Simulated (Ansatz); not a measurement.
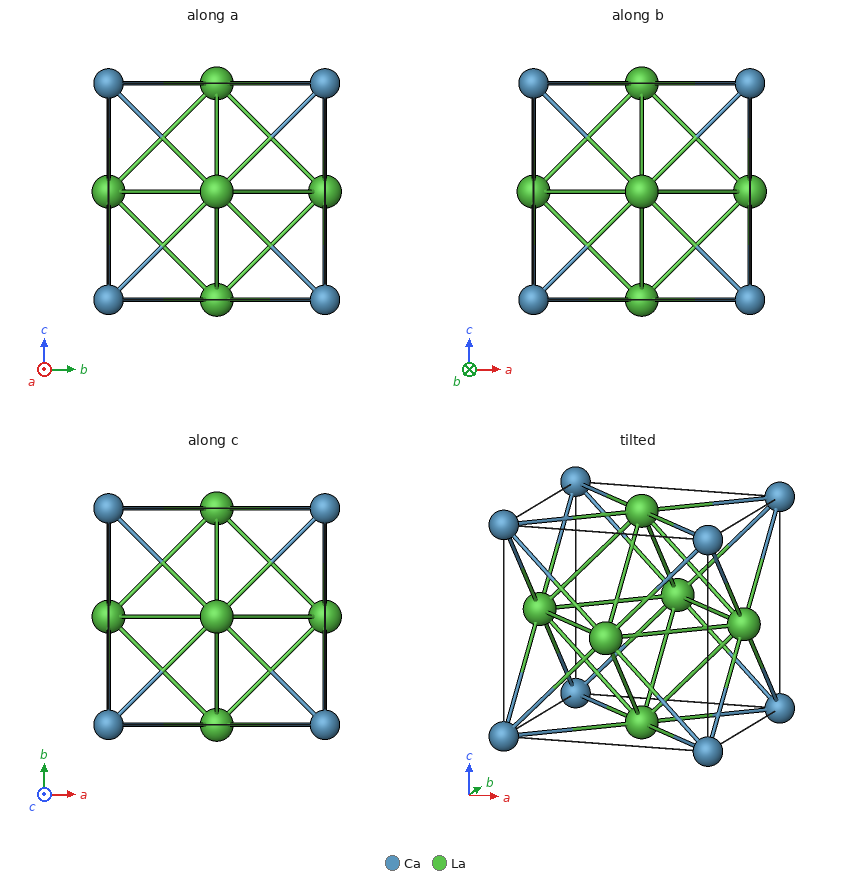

The structure above is drawn in ball-and-stick style and viewed along the a axis, along the b axis, along the c axis and slightly off an axis. The wireframe shows the conventional unit cell.

Lattice parameters: a = 5.3319 Å, b = 5.3319 Å, c = 5.3319 Å, α = 90.000°, β = 90.000°, γ = 90.000°.

Q: Put the structure into a CIF with its space group and independent sites.

A:
```cif
data_structure
_symmetry_space_group_name_H-M 'P m -3 m'
_symmetry_Int_Tables_number 221
_cell_length_a 5.3319
_cell_length_b 5.3319
_cell_length_c 5.3319
_cell_angle_alpha 90.000
_cell_angle_beta 90.000
_cell_angle_gamma 90.000
_cell_volume 151.58
loop_
_atom_site_label
_atom_site_type_symbol
_atom_site_symmetry_multiplicity
_atom_site_Wyckoff_symbol
_atom_site_fract_x
_atom_site_fract_y
_atom_site_fract_z
_atom_site_occupancy
Ca1 Ca 1 a 0.0000 0.0000 0.0000 1
La1 La 3 c 0.0000 0.5000 0.5000 1
```

It goes back to a structure type filled with these elements by a generator (whether the compound takes this form wasn't checked). Earlier steps of the study may have refined or changed the cell and positions. Ansatz was used for an electronic-structure calculation on it.
